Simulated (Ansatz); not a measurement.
How far to go with the k-point mesh: CaMg (Pmm2, 4 atoms in the cell)

```yaml
crystal:
  lattice:
    - [5.69089, 0.00000, 0.00000]
    - [0.00000, 3.90916, 0.00000]
    - [0.00000, 0.00000, 5.71262]
  atoms:
    - { symbol: Ca, position: [0.75000, 0.50000, 0.75418] }
    - { symbol: Ca, position: [0.25000, 0.50000, 0.25457] }
    - { symbol: Mg, position: [0.75000, 0.00000, 0.24229] }
    - { symbol: Mg, position: [0.25000, 0.00000, 0.75771] }
```

Method: LDA (PW92), default PAW files made with PBE (plane waves; Ansatz, an electronic-structure program).

Base settings: basis.ecutwfc = 30.9 Ry; kpoints.mp_grid.grid = 6 9 6; hamiltonian.xc = lda; hamiltonian.pseudopotentials = {kind: paw} (the program's default PAW files); scf.occupations.method = fermi_dirac; scf.occupations.width = 0.0073 Ry.

The second cell is the first with its lattice scaled by 0.98.

Only quantities that move along the ladder and can be compared are tabulated.

The count of work is k-points × plane waves × bands × iterations; it is no time. Core times come from one kind of shared machine, to one figure; runs under 30 s give none.

The starting cell comes from a database of computed structures (which also holds hypothetical and non-ambient phases and stackings), without a prior relaxation at this level. Its lattice was rescaled by up to half a per cent. One atom was moved a little off its site on purpose. Ansatz's pressure includes its estimate of the finite-basis (Pulay) stress.

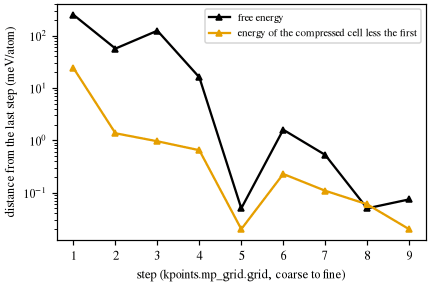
Figure: Distance from the last step along the ladder; very small values are drawn at a floor.

| kpoints.mp_grid.grid | free energy less the last step's (meV/atom) | energy of the compressed cell less the first (meV/atom) | pressure (GPa) | largest difference of a force vector from the last step's (eV/Å) | count of work / last | core time / last (rough) |
|---|---|---|---|---|---|---|
| 1 2 1 | 249.85 | -44.09 | -4.20 | 0.045 | 0.0072 | – |
| 2 2 2 | 56.57 | -18.78 | -2.28 | 0.032 | 0.029 | – |
| 2 3 2 | 124.31 | -19.19 | -2.27 | 0.037 | 0.025 | – |
| 3 4 3 | 15.97 | -20.79 | -2.42 | 0.004 | 0.037 | – |
| 4 5 4 | 0.01 | -20.13 | -2.35 | 0.001 | 0.083 | – |
| 5 7 5 | 1.59 | -19.92 | -2.34 | 0.003 | 0.11 | – |
| 6 9 6 | -0.53 | -20.03 | -2.35 | 0.001 | 0.25 | – |
| 7 10 7 | 0.00 | -20.08 | -2.35 | 0.001 | 0.30 | 0.3 |
| 9 12 8 | -0.07 | -20.16 | -2.36 | 0.001 | 0.54 | 0.5 |
| 11 16 11 | 0.00 | -20.14 | -2.36 | 0.000 | 1.0 | 1 |

Coarsest kpoints.mp_grid.grid that holds the forces within 0.02 eV/Å of the last step, with all finer ones: 3 4 3, at 0.037 of the last step's count of work; the step before is off by 0.037 eV/Å.

Coarsest kpoints.mp_grid.grid that holds the pressure within 0.1 GPa of the last step, with all finer ones: 2 2 2, at 0.029 of the last step's count of work; the step before is off by 1.8 GPa.

Coarsest kpoints.mp_grid.grid that holds the energy of the compressed cell less the first within 0.2 meV/atom of the last step, with all finer ones: 6 9 6, at 0.25 of the last step's count of work; the step before is off by 0.23 meV/atom.

The energy difference between the two cells stays within 1 meV/atom of the last step's from 2 3 2 on, the total only from 6 9 6 on: much of the error is common to both cells and cancels.

Keys are those of Ansatz 0.2.
